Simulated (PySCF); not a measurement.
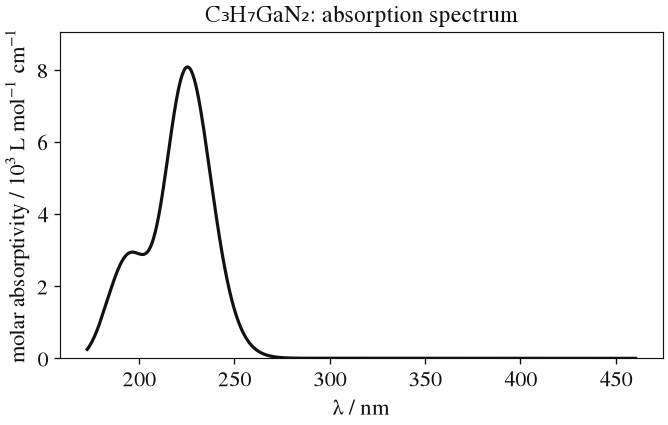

Computed absorption of C₃H₇GaN₂, SMILES C=[N][GaH2-][N+]#CC, singlet. Vertical TDDFT excitations, CAM-B3LYP/def2-SVPD (IEF-PCM cyclohexane), PySCF 2.14.0, at a PBE0-D3(BJ)/def2-SVP geometry (no frequency check). The lowest 6 singlet states are shown; each is broadened by a Gaussian of 1/e half-width 0.40 eV.

### Which of the computed transitions is the brightest, and what character does the calculation give it?

S2 at 5.49 eV (226 nm), f = 0.193, mainly HOMO → LUMO (84 %).

### Where is the maximum of the broadened curve, and how high is it?

At about 5.5 eV (226 nm), with ε near 8100 L mol⁻¹ cm⁻¹.

Known limits of this run: one conformer of a flexible molecule; core orbitals are frozen in the response.
